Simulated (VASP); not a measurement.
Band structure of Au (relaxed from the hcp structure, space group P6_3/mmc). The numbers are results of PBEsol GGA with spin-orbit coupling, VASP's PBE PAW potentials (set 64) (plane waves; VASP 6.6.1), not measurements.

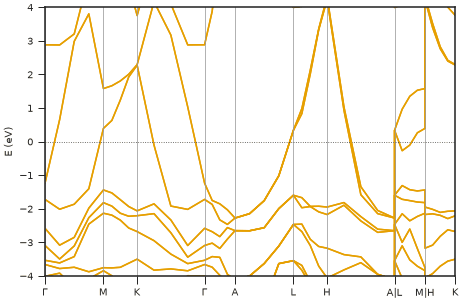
Figure: Bands along high-symmetry lines, zero at the valence-band maximum or, without a gap, the Fermi level

Question: Read the plot: is there a gap, and where are the band edges?

Answer: It has no gap at this level: it comes out as a metal or semimetal.

The structure was generated: Au was put into the hcp type (P6_3/mmc), which need not be its known phase. It was relaxed first.
